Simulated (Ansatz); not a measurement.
CH$_{6}$Si···HCl

Input file:

```
crystal:
  periodic: [false, false, false]
  atoms:
    - {symbol: Si, position_ang: [-0.614454, -0.652502, 0.704855]}
    - {symbol: Cl, position_ang: [3.080844, 0.322062, -0.830357]}
    - {symbol: H, position_ang: [-1.384469, -1.847518, 0.271665]}
    - {symbol: H, position_ang: [-1.099057, -0.222919, 2.042492]}
    - {symbol: C, position_ang: [-0.731699, 0.729582, -0.544161]}
    - {symbol: H, position_ang: [2.213195, -0.293208, -0.107551]}
    - {symbol: H, position_ang: [0.808105, -1.085261, 0.872901]}
    - {symbol: H, position_ang: [-0.146879, 1.595013, -0.225325]}
    - {symbol: H, position_ang: [-1.770199, 1.045486, -0.666438]}
    - {symbol: H, position_ang: [-0.355288, 0.409264, -1.517981]}
basis:
  gaussian: {orbitals: def2-TZVPP}
hamiltonian: {xc: pbe0, dispersion: d4}
output: {orbitals: {seedname: orbitals}}
```

Launched as:

```sh
ansatz run in.yaml --threads 4 --pin off --events-out ev --progress --plain --max-ram 9574MiB
```

The product side of a reaction path; geometry: PBE0-D4/def2-TZVP.

Method: Ansatz 0.2.0, RKS PBE0-D4/def2-TZVPP.

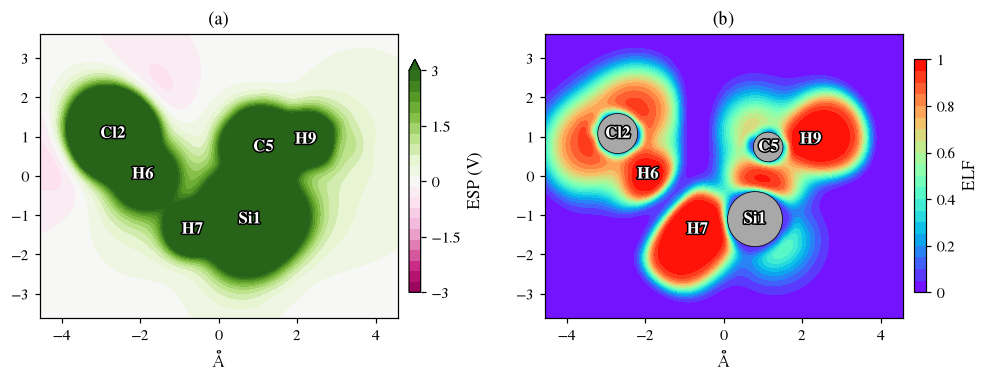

Figure 1. (a) electrostatic potential; (b) ELF on the plane of atoms C5, Si1 and H7. Grey discs cover the atomic cores in the ELF map.

Read the bonding off the picture.

- The plane passes through Si, Cl, C and H nuclei.
- H6···H7 (1.89 Å): the ELF dips to about 0.10 between them.
- C–Si (1.87 Å): the ELF peaks at about 0.95 between the atoms, as expected for a shared electron pair.
- C–H (1.09 Å): the ELF climbs to about 1 towards the hydrogen, as it does in any bond to H; a covalent bond by its length.
- Cl–H (1.29 Å): the ELF climbs to about 1 towards the hydrogen; an ordinary covalent bond to hydrogen.
- Si–H (1.50 Å): the ELF climbs to about 1 towards the hydrogen.
- The ELF also peaks beside Cl2, away from the bonds: lone-pair regions.
- Outside the dense part of the complex the potential is most negative (−0.6 V) near Cl2.

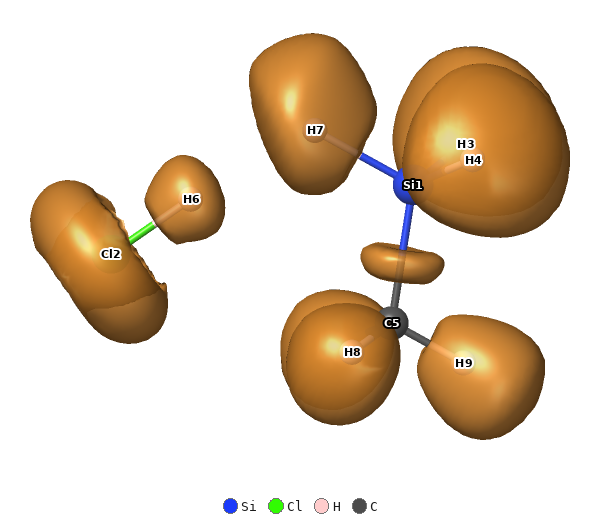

Figure 2. Isosurface of the ELF at 0.85 (orange), seen across its widest extent. Core shells and regions of very low density are left out.

What do the ELF domains correspond to?

At this value the surface marks out one region between bonded C–Si atoms (shared pairs), seven regions around hydrogen nuclei and one ring or bowl of non-bonding electrons around Cl.

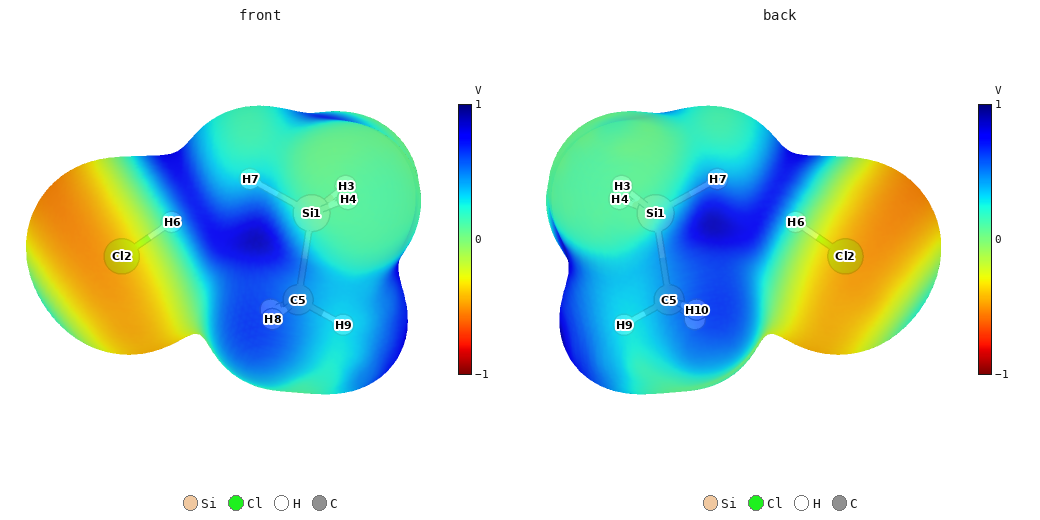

Figure 3. The electrostatic potential painted on the density surface at 0.001 e/bohr³, seen from the front and from behind; the colour scale runs from red (negative) to blue (positive).

Describe the electrostatic potential map.

The most negative region (about −0.5 V, or −12 kcal/mol for a unit charge) lies over Cl2, the most positive (about +0.9 V, or +21 kcal/mol for a unit charge) over Si1 and H9. Cl2 shows a σ-hole: about +0.2 V at the tip opposite its bond, against about −0.5 V, or −12 kcal/mol for a unit charge on its flanks.
